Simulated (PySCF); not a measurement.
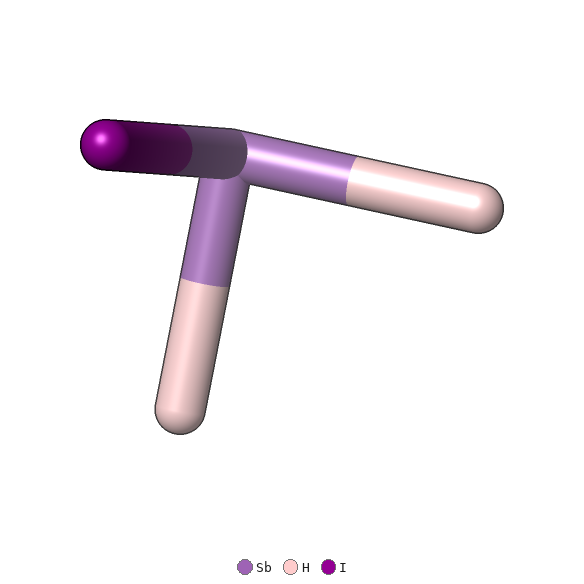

Computed geometry: PBE0-D3(BJ)/def2-SVP optimisation. No frequency run is at hand to confirm it as a minimum.

Draw it as a skeletal formula.

SMILES: [SbH2][I]

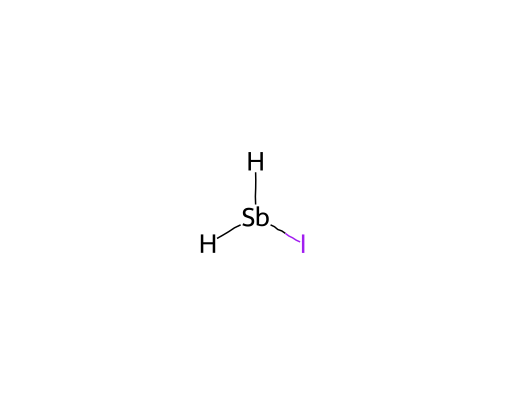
